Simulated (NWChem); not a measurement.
C$_{2}$H$_{3}$F$_{3}$: single-point calculation (part 2 of 2)

The same run, continued: C$_{2}$H$_{3}$F$_{3}$; CCSD/cc-pVDZ, RHF (NWChem 7.3.0). A bond length was changed on purpose from its optimised value.

Geometry of the input (Å):
```
C  -1.2019  -0.2672  0.9191
C  0.5576  0.1099  -0.4237
F  1.6928  -0.3820  0.0939
F  0.3952  -0.4582  -1.6277
F  0.7542  1.4203  -0.6299
H  -1.0281  0.2101  1.8825
H  -1.3245  -1.3403  1.0588
H  -2.0991  0.1474  0.4616
```

## What the program printed, continued
```
 Vector   14  Occ=2.000000D+00  E=-6.934304D-01
              MO Center=  9.6D-01,  3.0D-01, -6.7D-01, r^2= 1.9D+00
   Bfn.  Coefficient  Atom+Function         Bfn.  Coefficient  Atom+Function
  ----- ------------  ---------------      ----- ------------  ---------------
    62      0.302604  5 F  pz                34     -0.266782  3 F  pz
    60     -0.263852  5 F  px                47     -0.254438  4 F  py
    46      0.226911  4 F  px                65      0.208437  5 F  pz
    32      0.201179  3 F  px                37     -0.186185  3 F  pz
    63     -0.182877  5 F  px                33     -0.175004  3 F  py

 Vector   15  Occ=2.000000D+00  E=-6.934120D-01
              MO Center=  9.3D-01,  8.4D-02, -7.7D-01, r^2= 1.9D+00
   Bfn.  Coefficient  Atom+Function         Bfn.  Coefficient  Atom+Function
  ----- ------------  ---------------      ----- ------------  ---------------
    48      0.297948  4 F  pz                32      0.291520  3 F  px
    60      0.271450  5 F  px                46     -0.255976  4 F  px
    33      0.238882  3 F  py                62      0.201552  5 F  pz
    51      0.200033  4 F  pz                35      0.197422  3 F  px
    63      0.186092  5 F  px                49     -0.179335  4 F  px

 Vector   16  Occ=2.000000D+00  E=-6.498690D-01
              MO Center=  9.4D-01,  4.1D-01, -5.8D-01, r^2= 2.0D+00
   Bfn.  Coefficient  Atom+Function         Bfn.  Coefficient  Atom+Function
  ----- ------------  ---------------      ----- ------------  ---------------
    33      0.338881  3 F  py                60     -0.314395  5 F  px
    61      0.311492  5 F  py                47      0.305718  4 F  py
    36      0.231411  3 F  py                63     -0.218373  5 F  px
    64      0.211561  5 F  py                50      0.208351  4 F  py
    34     -0.186795  3 F  pz

 Vector   17  Occ=2.000000D+00  E=-6.498464D-01
              MO Center=  8.7D-01, -4.6D-02, -8.0D-01, r^2= 2.0D+00
   Bfn.  Coefficient  Atom+Function         Bfn.  Coefficient  Atom+Function
  ----- ------------  ---------------      ----- ------------  ---------------
    46      0.409622  4 F  px                34      0.395674  3 F  pz
    49      0.283266  4 F  px                62      0.274782  5 F  pz
    37      0.271982  3 F  pz                65      0.187749  5 F  pz
    47      0.164244  4 F  py

 Vector   18  Occ=2.000000D+00  E=-6.352666D-01
              MO Center=  9.5D-01,  1.9D-01, -7.2D-01, r^2= 2.0D+00
   Bfn.  Coefficient  Atom+Function         Bfn.  Coefficient  Atom+Function
  ----- ------------  ---------------      ----- ------------  ---------------
    33      0.351983  3 F  py                47     -0.337972  4 F  py
    62     -0.322497  5 F  pz                36      0.247458  3 F  py
    60     -0.242977  5 F  px                50     -0.237605  4 F  py
    65     -0.226728  5 F  pz                34      0.187259  3 F  pz
    46      0.176152  4 F  px                63     -0.170824  5 F  px

 Vector   19  Occ=2.000000D+00  E=-5.968121D-01
              MO Center= -1.2D+00, -4.9D-01,  1.1D+00, r^2= 1.3D+00
   Bfn.  Coefficient  Atom+Function         Bfn.  Coefficient  Atom+Function
  ----- ------------  ---------------      ----- ------------  ---------------
     5      0.426586  1 C  py                76     -0.354386  7 H  s
    71      0.257822  6 H  s                  8      0.186104  1 C  py

 Vector   20  Occ=2.000000D+00  E=-5.967908D-01
              MO Center= -1.4D+00, -9.2D-02,  9.3D-01, r^2= 1.3D+00
   Bfn.  Coefficient  Atom+Function         Bfn.  Coefficient  Atom+Function
  ----- ------------  ---------------      ----- ------------  ---------------
    81     -0.353457  8 H  s                  6      0.334076  1 C  pz
     4      0.275525  1 C  px                71      0.260353  6 H  s

 Vector   21  Occ=2.000000D+00  E=-4.226064D-01
              MO Center= -1.9D-01, -4.9D-02,  1.4D-01, r^2= 2.2D+00
   Bfn.  Coefficient  Atom+Function         Bfn.  Coefficient  Atom+Function
  ----- ------------  ---------------      ----- ------------  ---------------
    17      0.342788  2 C  s                 18     -0.273424  2 C  px
     4      0.249132  1 C  px                20      0.208680  2 C  pz
     7      0.204340  1 C  px                 6     -0.190145  1 C  pz
    32      0.178781  3 F  px                 9     -0.155952  1 C  pz
    35      0.154974  3 F  px                 3      0.153549  1 C  s

 Vector   22  Occ=0.000000D+00  E= 1.020486D-01
              MO Center= -6.5D-01, -1.5D-01,  5.0D-01, r^2= 2.6D+00
   Bfn.  Coefficient  Atom+Function         Bfn.  Coefficient  Atom+Function
  ----- ------------  ---------------      ----- ------------  ---------------
     3      0.792062  1 C  s                 17     -0.666964  2 C  s
     7      0.409789  1 C  px                18      0.314622  2 C  px
     9     -0.312760  1 C  pz                 4      0.277460  1 C  px
    21      0.264300  2 C  px                20     -0.240115  2 C  pz
    72     -0.233777  6 H  s                 77     -0.233788  7 H  s

 Vector   23  Occ=0.000000D+00  E= 1.849708D-01
              MO Center= -1.4D+00, -3.2D-01,  1.1D+00, r^2= 4.4D+00
   Bfn.  Coefficient  Atom+Function         Bfn.  Coefficient  Atom+Function
  ----- ------------  ---------------      ----- ------------  ---------------
     3      2.000249  1 C  s                 72     -1.032076  6 H  s
    77     -1.031982  7 H  s                 82     -1.032060  8 H  s
     7     -0.532087  1 C  px                 9      0.406068  1 C  pz
    17      0.191929  2 C  s                  4     -0.172916  1 C  px
    21     -0.162865  2 C  px

 Vector   24  Occ=0.000000D+00  E= 2.449135D-01
              MO Center= -1.6D+00,  3.4D-01,  1.3D+00, r^2= 3.9D+00
   Bfn.  Coefficient  Atom+Function         Bfn.  Coefficient  Atom+Function
  ----- ------------  ---------------      ----- ------------  ---------------
    72      1.883565  6 H  s                 82     -1.767620  8 H  s
     9     -1.099519  1 C  pz                 7     -0.812902  1 C  px
     6     -0.250899  1 C  pz                 4     -0.185497  1 C  px

 Vector   25  Occ=0.000000D+00  E= 2.449175D-01
              MO Center= -1.5D+00, -1.0D+00,  1.1D+00, r^2= 3.9D+00
   Bfn.  Coefficient  Atom+Function         Bfn.  Coefficient  Atom+Function
  ----- ------------  ---------------      ----- ------------  ---------------
    77      2.108173  7 H  s                  8      1.347880  1 C  py
    82     -1.154391  8 H  s                 72     -0.953592  6 H  s
     5      0.307553  1 C  py                 7     -0.257893  1 C  px

 Vector   26  Occ=0.000000D+00  E= 3.519039D-01
              MO Center=  2.9D-01,  1.1D-01, -1.8D-01, r^2= 2.5D+00
   Bfn.  Coefficient  Atom+Function         Bfn.  Coefficient  Atom+Function
  ----- ------------  ---------------      ----- ------------  ---------------
    23      0.961584  2 C  pz                45      0.667412  4 F  s
    21      0.660207  2 C  px                31     -0.492879  3 F  s
    22      0.343431  2 C  py                20      0.333336  2 C  pz
    51      0.296652  4 F  pz                65     -0.231051  5 F  pz
    18      0.228812  2 C  px                36     -0.224593  3 F  py

 Vector   27  Occ=0.000000D+00  E= 3.519317D-01
              MO Center=  2.7D-01, -5.3D-03, -2.4D-01, r^2= 2.5D+00
   Bfn.  Coefficient  Atom+Function         Bfn.  Coefficient  Atom+Function
  ----- ------------  ---------------      ----- ------------  ---------------
    22      1.148517  2 C  py                59     -0.669961  5 F  s
    31      0.486164  3 F  s                 19      0.397939  2 C  py
    21     -0.366983  2 C  px                64      0.300072  5 F  py
    35     -0.268019  3 F  px                76      0.204023  7 H  s
    45      0.183953  4 F  s                 50     -0.183166  4 F  py

 Vector   28  Occ=0.000000D+00  E= 4.445247D-01
              MO Center=  1.1D+00,  2.2D-01, -8.3D-01, r^2= 1.9D+00
   Bfn.  Coefficient  Atom+Function         Bfn.  Coefficient  Atom+Function
  ----- ------------  ---------------      ----- ------------  ---------------
    17      1.463724  2 C  s                 21      0.891150  2 C  px
    23     -0.679917  2 C  pz                31     -0.661750  3 F  s
    45     -0.661536  4 F  s                 59     -0.662069  5 F  s
    64      0.446274  5 F  py                37      0.323466  3 F  pz
    51     -0.311505  4 F  pz                18      0.307436  2 C  px

 Vector   29  Occ=0.000000D+00  E= 5.912188D-01
              MO Center= -5.1D-01, -2.2D-01,  3.8D-01, r^2= 3.0D+00
   Bfn.  Coefficient  Atom+Function         Bfn.  Coefficient  Atom+Function
  ----- ------------  ---------------      ----- ------------  ---------------
     9      0.747499  1 C  pz                71     -0.558313  6 H  s
     7      0.549226  1 C  px                20     -0.534077  2 C  pz
    81      0.514291  8 H  s                 18     -0.392483  2 C  px
     6     -0.150800  1 C  pz

 Vector   30  Occ=0.000000D+00  E= 5.912554D-01
              MO Center= -5.3D-01, -1.7D-02,  4.2D-01, r^2= 3.0D+00
   Bfn.  Coefficient  Atom+Function         Bfn.  Coefficient  Atom+Function
  ----- ------------  ---------------      ----- ------------  ---------------
     8      0.914421  1 C  py                19     -0.653219  2 C  py
    76      0.619267  7 H  s                 81     -0.347724  8 H  s
    71     -0.271596  6 H  s                  5     -0.184391  1 C  py
     7     -0.184213  1 C  px                61     -0.184348  5 F  py

 Vector   31  Occ=0.000000D+00  E= 6.443753D-01
              MO Center= -1.2D-01, -3.5D-02,  9.3D-02, r^2= 4.8D+00
   Bfn.  Coefficient  Atom+Function         Bfn.  Coefficient  Atom+Function
  ----- ------------  ---------------      ----- ------------  ---------------
    21      1.005254  2 C  px                 7      0.925230  1 C  px
    23     -0.767201  2 C  pz                 9     -0.705866  1 C  pz
    16     -0.602225  2 C  s                 18     -0.464650  2 C  px
    17      0.426928  2 C  s                  4     -0.409744  1 C  px
    20      0.354437  2 C  pz                 6      0.312674  1 C  pz

 center of mass
 --------------
 x =   0.93967212 y =   0.18314485 z =  -0.71370950

 moments of inertia (a.u.)
 ------------------
         394.383613987668         -22.945442867748          81.707597233315
         -22.945442867748         496.540485723394          17.508188692596
          81.707597233315          17.508188692596         439.086648218533

  Mulliken analysis of the total density
  --------------------------------------

    Atom       Charge   Shell Charges
 -----------   ------   -------------------------------------------------------
    1 C    6     6.14   2.00  0.65  0.55  1.85  1.05  0.04
    2 C    6     5.36   2.00  0.70  0.35  1.62  0.41  0.29
    3 F    9     9.26   2.00  0.90  1.01  3.32  2.02  0.01
    4 F    9     9.26   2.00  0.90  1.01  3.32  2.02  0.01
    5 F    9     9.25   2.00  0.90  1.01  3.32  2.02  0.01
    6 H    1     0.91   0.74  0.14  0.03
    7 H    1     0.91   0.74  0.14  0.03
    8 H    1     0.91   0.74  0.14  0.03

       Multipole analysis of the density wrt the origin
       ------------------------------------------------

     L   x y z        total         open         nuclear
     -   - - -        -----         ----         -------
     0   0 0 0     -0.000000      0.000000     42.000000

     1   1 0 0     -0.946952      0.000000     32.620371
     1   0 1 0     -0.202667      0.000000      6.225188
     1   0 0 1      0.722845      0.000000    -24.751138

     2   2 0 0    -19.911664      0.000000    178.790470
     2   1 1 0      0.332877      0.000000     20.482609
     2   1 0 1     -1.125953      0.000000    -74.947292
     2   0 2 0    -21.307311      0.000000     84.710171
     2   0 1 1     -0.254800      0.000000    -15.608884
     2   0 0 2    -20.521639      0.000000    137.553973

                   Four-Index Transformation
                   -------------------------
          Number of basis functions:             85
          Number of shells:                      39
          Number of occupied orbitals:           21
          Number of occ. correlated orbitals:    16
          Block length:                          16
          Superscript MO index range:      6 -   21
          Subscript MO index range:        6 -   85
          MO coefficients read from:  ./struct.movecs
          Number of operator matrices in core:  272
          Half-transformed integrals produced

     Pass:    1     Index range:    6  -   21     Time:      5.27
 ------------------------------------------
 MP2 Energy (coupled cluster initial guess)
 ------------------------------------------
 Reference energy:           -375.715835256900618
 MP2 Corr. energy:             -0.846630163499979
 Total MP2 energy:           -376.562465420400599

 ****************************************************************************
              the segmented parallel ccsd program:    1 nodes
 ****************************************************************************

 level of theory    ccsd
 number of core         5
 number of occupied    16
 number of virtual     64
 number of deleted      0
 total functions       85
 number of shells      39
 basis label          566

   ***** ccsd parameters *****
   iprt   =     0
   convi  =  0.100E-05
   maxit  =    60
   mxvec  =     5
 memory            144160244
  Using  1 OpenMP thread(s) in CCSD
  Failed reading restart vector from ./struct.t2
  Using MP2 initial guess vector

 iter     correlation     delta       rms       T2     Non-T2      Main
             energy      energy      error      ampl     ampl      Block
                                                time     time      time
   1     -0.8501670934 -8.502D-01  9.739D-02    12.44     0.01    11.65
   2     -0.8726251603 -2.246D-02  8.711D-02    12.55     0.01    11.80
   3     -0.8732675390 -6.424D-04  2.430D-02    11.80     0.02    11.04
   4     -0.8769807099 -3.713D-03  2.760D-03    11.78     0.01    11.07
   5     -0.8773066815 -3.260D-04  3.634D-03    11.76     0.02    11.02
   6     -0.8772324670  7.421D-05  4.553D-04    12.10     0.01    11.37
   7     -0.8772251938  7.273D-06  3.939D-04    11.75     0.01    10.99
   8     -0.8772258849 -6.911D-07  4.187D-05    12.11     0.02    11.35
   9     -0.8772225287  3.356D-06  9.712D-05    11.84     0.01    11.13
  10     -0.8772244108 -1.882D-06  2.945D-05    11.78     0.01    11.07
  11     -0.8772248024 -3.916D-07  1.301D-05    11.86     0.02    11.12
  12     -0.8772251751 -3.727D-07  7.939D-07    11.62     0.01    10.91
                  *************converged*************

 -----------
 CCSD Energy
 -----------
 Reference energy:            -375.715835256900618
 CCSD corr. energy:             -0.877225175135184
 Total CCSD energy:           -376.593060432035827

 --------------------------------
 Spin Component Scaled (SCS) CCSD
 --------------------------------
 Same spin contribution:                 -0.196339632491700
 Same spin scaling factor:                1.130000000000000
 Opposite spin contribution:             -0.680885542643484
 Opposite spin scaling fact.:             1.270000000000000
 SCS-CCSD correlation energy:            -1.086588423872846
 Total SCS-CCSD energy:                -376.802423680773472

 routine      calls  cpu(0)   cpu-min  cpu-ave  cpu-max   i/o
 aoccsd          1     0.05     0.05     0.05     0.05    0.00
 iterdrv         1     0.05     0.05     0.05     0.05    0.00
 pampt          12     0.36     0.36     0.36     0.36    0.00
 t2pm           12     0.78     0.78     0.78     0.78    0.00
 sxy            12     1.54     1.54     1.54     1.54    0.00
 ints      7197480    98.09    98.09    98.09    98.09    0.00
 t2eri        9360    27.43    27.43    27.43    27.43    0.00
 idx2         9360     5.34     5.34     5.34     5.34    0.00
 idx34          12     0.53     0.53     0.53     0.53    0.00
 ht2pm          12     0.87     0.87     0.87     0.87    0.00
 itm            12     6.87     6.87     6.87     6.87    0.00
 pdiis          12     0.13     0.13     0.13     0.13    0.00
 Total               142.03   142.03   142.03   142.03    0.00

 Task  times  cpu:      172.6s     wall:      172.6s
 Total times  cpu:      172.6s     wall:      172.6s
```

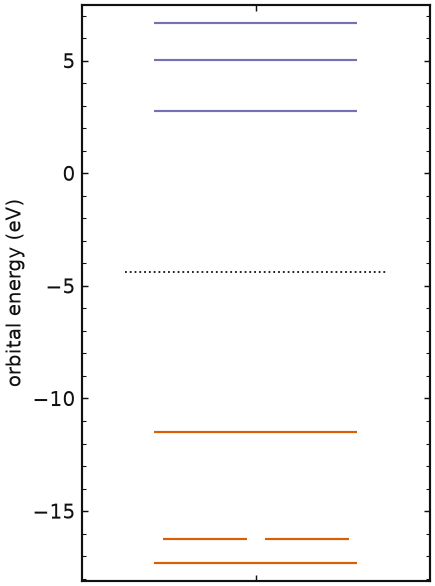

**Figure 1.** Orbital energies near the frontier (SCF reference); the dotted line parts filled from empty levels, and levels within 0.02 eV of each other stand side by side. Highest filled −11.50 eV, lowest empty 2.78 eV, 14.28 eV apart.

## Results in brief

| quantity | value |
| --- | --- |
| outcome | converged |
| total energy | −376.593060 hartree |
| SCF energy | −375.715835 hartree |
| MP2 energy | −376.562465 hartree |
| correlation energy | −0.877225 hartree |
| basis functions | 85 |
| HOMO of the SCF reference | −11.50 eV |
| LUMO of the SCF reference | 2.78 eV |
| hardware | 1 thread of Intel Xeon @ 2.50GHz (Skylake/Cascade Lake), 16 GiB of memory available, shared host |
| wall time | 2.9 min |
| peak memory | 0.28 GiB |
